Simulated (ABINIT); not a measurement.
**GaN (P6_3mc): G0W0 with ABINIT, start to end**

Wanted: ground state, empty states, screening and self-energy for GaN (P6_3mc).

Main program and level: ABINIT 10.8.3; PBE and many-body steps on it, plane waves.

The database entry behind the starting cell differs from later determinations by our own check (about 0.3 % short, ideal inner coordinate), so it need not match the best structure at ambient conditions.

### 1. Starting point

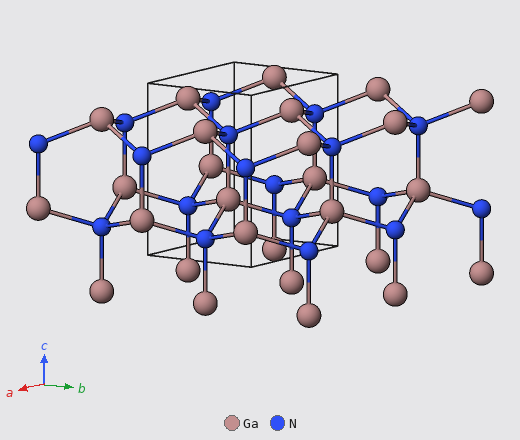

The cell as given, from a free direction (gallium pink, nitrogen blue). 3×3×1 cells are drawn. Some periodic images of atoms are drawn too.

Structure file:

```cif
data_structure
_symmetry_space_group_name_H-M 'P6_3mc'
_symmetry_Int_Tables_number 186
_cell_length_a 3.1800
_cell_length_b 3.1800
_cell_length_c 5.1660
_cell_angle_alpha 90.000
_cell_angle_beta 90.000
_cell_angle_gamma 120.000
_cell_volume 45.24
loop_
_atom_site_label
_atom_site_type_symbol
_atom_site_symmetry_multiplicity
_atom_site_Wyckoff_symbol
_atom_site_fract_x
_atom_site_fract_y
_atom_site_fract_z
_atom_site_occupancy
Ga1 Ga 2 b 0.33333 0.66667 0.00000 1
N1 N 2 b 0.33333 0.66667 0.37500 1
```

The cell and positions come from the Crystallography Open Database and are kept as given unless a step says otherwise.

### 2. Ground state

This step: ABINIT 10.8.3; DFT, PBE with spin-orbit coupling, plane waves, norm-conserving pseudopotentials.

The ground-state density comes first.

Input file run.abi:

```
acell 3*1.0 Angstrom
rprim 
  3.179999999980 0.000000000005 0.000000000000
  -1.589999999994 2.753960784015 0.000000000000
  0.000000000000 0.000000000000 5.166000000000
ntypat 2
znucl 31 7
natom 4
typat 1 1 2 2
xred 
  0.333333333333 0.666666666667 0.000000000000
  0.666666666667 0.333333333333 0.500000000000
  0.333333333333 0.666666666667 0.375000000000
  0.666666666667 0.333333333333 0.875000000000
pp_dirpath "pseudos"
pseudos "Ga.upf, N.upf"
ecut 36
nspinor 2
ngkpt 6 6 4
nshiftk 1
shiftk 0 0 0
kptopt 1
chksymbreak 0
nband 48
occopt 1
tolvrs 1e-10
nstep 60
prtwf 0
optforces 0
optstress 0
indata_prefix "in"
outdata_prefix "out"
tmpdata_prefix "tmp"
```

On the command line:

```sh
OMP_NUM_THREADS=1 mpirun -n 8 abinit run.abi > log
```

Numbers of over 12 decimals in the logs are rounded to 6 here.

What it wrote:

```text
.Version 10.8.3 of ABINIT. v10.8.2 released Aug 2026.

 Symmetries : space group P6_3 m c (#186); Bravais hP (primitive hexag.)
================================================================================
 Values of the parameters that define the memory need of the present run
     intxc =       0    ionmov =       0      iscf =       7    lmnmax =      14
     lnmax =      14     mgfft =      54  mpssoang =       5    mqgrid =    3001
     natom =       4  nloc_mem =       1    nspden =       1   nspinor =       2
    nsppol =       1      nsym =      12    n1xccc =    2501    ntypat =       2
    occopt =       1   xclevel =       2
-    mband =          48        mffmem =           1         mkmem =           3
       mpw =        3168          nfft =       69984          nkpt =          21
================================================================================
  Rough estimation (10% accuracy) of disk space for files :
================================================================================

--------------------------------------------------------------------------------
------------- Echo of variables that govern the present computation ------------
--------------------------------------------------------------------------------
 -outvars: echo values of preprocessed input variables --------
            acell      1.8897261259E+00  1.8897261259E+00  1.8897261259E+00 Bohr

      chksymbreak           0
             ecut      3.60000000E+01 Hartree
-          fftalg         312

              ixc     -101130
              kpt      0.00000000E+00  0.00000000E+00  0.00000000E+00
                       1.66666667E-01  0.00000000E+00  0.00000000E+00
                       3.33333333E-01  0.00000000E+00  0.00000000E+00
                       5.00000000E-01  0.00000000E+00  0.00000000E+00
                       1.66666667E-01  1.66666667E-01  0.00000000E+00
                       3.33333333E-01  1.66666667E-01  0.00000000E+00
                       3.33333333E-01  3.33333333E-01  0.00000000E+00
                       0.00000000E+00  0.00000000E+00  2.50000000E-01
                       1.66666667E-01  0.00000000E+00  2.50000000E-01
   [... 10 further rows ...]
                       3.33333333E-01  1.66666667E-01  5.00000000E-01
                       3.33333333E-01  3.33333333E-01  5.00000000E-01
         kptrlatt        6    0    0      0    6    0      0    0    4
          kptrlen      3.60559745E+01
P           mkmem           3
            natom           4
            nband          48
            ngfft          36      36      54
             nkpt          21
          nspinor           2
            nstep          60
             nsym          12
           ntypat           2
              occ      1.000000  1.000000  1.000000  1.000000  1.000000  1.000000
                       1.000000  1.000000  1.000000  1.000000  1.000000  1.000000
                       1.000000  1.000000  1.000000  1.000000  1.000000  1.000000
                       1.000000  1.000000  1.000000  1.000000  1.000000  1.000000
                       1.000000  1.000000  1.000000  1.000000  1.000000  1.000000
                       1.000000  1.000000  1.000000  1.000000  1.000000  1.000000
                       0.000000  0.000000  0.000000  0.000000  0.000000  0.000000
                       0.000000  0.000000  0.000000  0.000000  0.000000  0.000000
        optforces           0
        optstress           0
            prtwf           0
            rprim      3.1800000000E+00  5.0000000000E-12  0.0000000000E+00
[...]
spgroup         186

           tolvrs      1.00000000E-10

             xred      3.3333333333E-01  6.6666666667E-01  1.1102230246E-16
[...]
znucl       31.00000    7.00000

================================================================================

 chkinp: Checking input parameters for consistency.

================================================================================
== DATASET  1 ==================================================================
-   mpi_nproc: 8, omp_nthreads: 1 (-1 if OMP is not activated)

--- !DatasetInfo
iteration_state: {dtset: 1, }
dimensions: {natom: 4, nkpt: 21, mband: 48, nsppol: 1, nspinor: 2, nspden: 1, mpw: 3168, }
cutoff_energies: {ecut:  36.0, pawecutdg:  -1.0, }
electrons: {nelect:   3.60000000E+01, charge:   0.00000000E+00, occopt:   1.00000000E+00, tsmear:   1.00000000E-02, }

 Real(R)+Recip(G) space primitive vectors, cartesian coordinates (Bohr,Bohr^-1):
 R(1)=  6.0093291  0.0000000  0.0000000  G(1)=  0.1664079  0.0960757  0.0000000
 R(2)= -3.0046645  5.2042316  0.0000000  G(2)=  0.0000000  0.1921513  0.0000000
 R(3)=  0.0000000  0.0000000  9.7623252  G(3)=  0.0000000  0.0000000  0.1024346
 Unit cell volume ucvol=  3.0530638E+02 bohr^3
 Angles (23,13,12)=  9.00000000E+01  9.00000000E+01  1.20000000E+02 degrees

 getcut: wavevector=  0.0000  0.0000  0.0000  ngfft=  36  36  54
         ecut(hartree)=     36.000   => boxcut(ratio)=   2.04797

--- Pseudopotential description ------------------------------------------------
- Ga Generated using ONCVPSP code by D. R. Hamann
- 31.00000  13.00000  180423                  znucl, zion, pspdat
12 -101130 2 -1 1926                          pspcod,pspxc,lmax,lloc,mmax
     nproj     2     3     2     0
     spin-orbit psp
        nprojso     4     3     0
  pspatm : epsatm=   24.69668326
         --- l  ekb(1:nproj) -->
[...]
1    6.514227    1.183917    0.006271
[...]
spin-orbit 1    0.834340   -0.139931    0.048290   -0.000153
  spin-orbit 2    0.012877    0.008543   -0.000167
 pspatm: atomic psp has been read  and splines computed

- N Generated using ONCVPSP code by D. R. Hamann
-  7.00000   5.00000  180423                  znucl, zion, pspdat
12 -101130 1 -1 1058                          pspcod,pspxc,lmax,lloc,mmax
     nproj     2     2     0     0
     spin-orbit psp
        nprojso     2     0     0
  pspatm : epsatm=    5.21132191
         --- l  ekb(1:nproj) -->
[...]
spin-orbit 1    0.005231    0.001392
 pspatm: atomic psp has been read  and splines computed

   2.15337637E+03                                ecore*ucvol(ha*bohr**3)
--------------------------------------------------------------------------------

_setup2: Arith. and geom. avg. npw (full set) are    3150.063    3150.043

================================================================================

--- !BeginCycle
iteration_state: {dtset: 1, }
solver: {iscf: 7, nstep: 60, nline: 4, wfoptalg: 0, }
tolerances: {tolvrs: 1.00E-10, }

     iter   Etot(hartree)      deltaE(h)  residm     vres2
 ETOT  1  -172.05818739679    -1.721E+02 4.537E-01 1.202E+03
 ETOT  2  -173.38892693101    -1.331E+00 6.593E-02 1.310E+03
 ETOT  3  -173.73125919266    -3.423E-01 4.872E-02 9.121E+00
 ETOT  4  -173.73285624728    -1.597E-03 2.218E-02 5.261E+00
 ETOT  5  -173.73367107505    -8.148E-04 6.146E-03 5.254E-01
 ETOT  6  -173.73382821940    -1.571E-04 7.069E-03 2.505E-02
 ETOT  7  -173.73383488319    -6.664E-06 1.365E-03 1.403E-03
 ETOT  8  -173.73383520230    -3.191E-07 1.263E-03 9.909E-05
 ETOT  9  -173.73383522739    -2.509E-08 7.377E-04 1.819E-06
 ETOT 10  -173.73383522792    -5.317E-10 4.366E-04 1.557E-07
 ETOT 11  -173.73383522796    -4.300E-11 3.311E-04 6.136E-10
 ETOT 12  -173.73383522796    -6.537E-13 1.843E-04 2.100E-11

 At SCF step   12       vres2   =  2.10E-11 < tolvrs=  1.00E-10 =>converged.

--- !ResultsGS
iteration_state: {dtset: 1, }
comment   : Summary of ground state results
lattice_vectors:
- [  6.0093291,   0.0000000,   0.0000000, ]
- [ -3.0046645,   5.2042316,   0.0000000, ]
- [  0.0000000,   0.0000000,   9.7623252, ]
lattice_lengths: [   6.00933,    6.00933,    9.76233, ]
lattice_angles: [ 90.000,  90.000, 120.000, ] # degrees, (23, 13, 12)
lattice_volume:   3.0530638E+02
convergence: {deltae: -6.537E-13, res2:  2.100E-11, residm:  1.843E-04, diffor:  0.000E+00, }
etotal    :  -1.73733835E+02
entropy   :   0.00000000E+00
fermie    :   2.01415072E-01
cartesian_stress_tensor: null
pressure_GPa: null
xred      :
- [  3.3333E-01,   6.6667E-01,   1.1102E-16, Ga]
- [  6.6667E-01,   3.3333E-01,   5.0000E-01, Ga]
- [  3.3333E-01,   6.6667E-01,   3.7500E-01,  N]
- [  6.6667E-01,   3.3333E-01,   8.7500E-01,  N]
cartesian_forces: null
force_length_stats: {min: null, max: null, mean: null, }

 Integrated electronic density in atomic spheres:
 ------------------------------------------------
 Atom  Sphere_radius  Integrated_density
[...]
4        2.00000          5.27918495
================================================================================

 ----iterations are completed or convergence reached----

 Mean square residual over all n,k,spin=   41.589E-08; max=  18.432E-05
 reduced coordinates (array xred) for    4 atoms
       0.333333333333      0.666666666667      0.000000000000
       0.666666666667      0.333333333333      0.500000000000
       0.333333333333      0.666666666667      0.375000000000
       0.666666666667      0.333333333333      0.875000000000
 rms dE/dt=  0.0000E+00; max dE/dt=  0.0000E+00; dE/dt below (all hartree)
    1       0.000000000000      0.000000000000      0.000000000000
    2       0.000000000000      0.000000000000      0.000000000000
    3       0.000000000000      0.000000000000      0.000000000000
    4       0.000000000000      0.000000000000      0.000000000000

 cartesian coordinates (angstrom) at end:
    1     -2.67e-12     1.835974     0.000000
    2      1.590000     0.917987     2.583000
    3     -2.67e-12     1.835974     1.937250
    4      1.590000     0.917987     4.520250
 length scales=  1.889726125908  1.889726125908  1.889726125908 bohr
              =  1.000000000000  1.000000000000  1.000000000000 angstroms
 prteigrs : about to open file out_EIG
 Fermi (or HOMO) energy (hartree) =   0.20142   Average Vxc (hartree)=  -0.43327
 Eigenvalues (hartree) for nkpt=  21  k points:
 kpt#   1, nband= 48, wtk=  0.00694, kpt=  0.0000  0.0000  0.0000 (reduced coord)
  -0.38828   -0.38828   -0.35556   -0.35556   -0.30477   -0.30477   -0.30446   -0.30446
  -0.30308   -0.30308   -0.29093   -0.29093   -0.29021   -0.29021   -0.28638   -0.28638
  -0.28456   -0.28456   -0.28382   -0.28382   -0.27909   -0.27909   -0.23558   -0.23558
  -0.06075   -0.06075    0.16189    0.16189    0.16285    0.16285    0.19904    0.19904
   0.20120    0.20120    0.20142    0.20142    0.27500    0.27500    0.36071    0.36071
   0.54175    0.54175    0.56322    0.56322    0.57123    0.57123    0.60252    0.60252
 prteigrs : prtvol=0 or 1, do not print more k-points.

--- !EnergyTerms
iteration_state     : {dtset: 1, }
comment             : Components of total free energy in Hartree
kinetic             :  1.40297247509012E+02
hartree             :  4.35764029256829E+01
xc                  : -4.81421580088981E+01
Ewald energy        : -1.17003474104350E+02
psp_core            :  7.05316539338916E+00
local_psp           : -1.20689042875530E+02
non_local_psp       : -7.88259760672714E+01
total_energy        : -1.73733835227964E+02
total_energy_eV     : -4.72753849438375E+03
band_energy         : -6.03812593694816E+00

== END DATASET(S) ==============================================================
================================================================================

 -outvars: echo values of variables after computation  --------
           etotal     -1.7373383523E+02
            nband          48
             nkpt          21
          spgroup         186
 [... the other variables as echoed above ...]

 Calculation completed.
```

Elapsed: 55 s, on 8 MPI ranks of Arm Neoverse V1, shared host; peak memory 0.67 GiB.

Numbers from this step:

| Item | Value |
| --- | --- |
| total energy | -4727.5385 eV |
| gap | 2.002 eV |
| k of the valence top | 0, 0, 0 |
| k of the conduction bottom | 0, 0, 0 |
| least direct gap | 2.002 eV |

The gap is direct, at Γ.

[end of part 1 of 3]

[Paths, hosts, dates, memory and timing lines, banners, echoed tables and standing remarks are left out of the program output.]

[Logs are printed without paths, hosts, clocks, repeated set-up lines and the standing remarks that a program may print on its own settings, such as how far it seeks lower states.]

[Runs of the session that timed out or met a known fault of the program may be left out.]

[Hosts, paths, dates, database ids (printed as entryN), source tags and the programs' standing remarks are cut or masked in the printed files.]

[G0W0 gaps are taken among the corrected bands and points alone; a level outside them can change the order at an edge.]

[Where Ansatz stands beside ABINIT at settings called matched, ABINIT's density can come from a denser mesh and the files from another edition; pairs whose starting gaps differed by over 0.03 eV were left out, so agreement reads better than it is.]
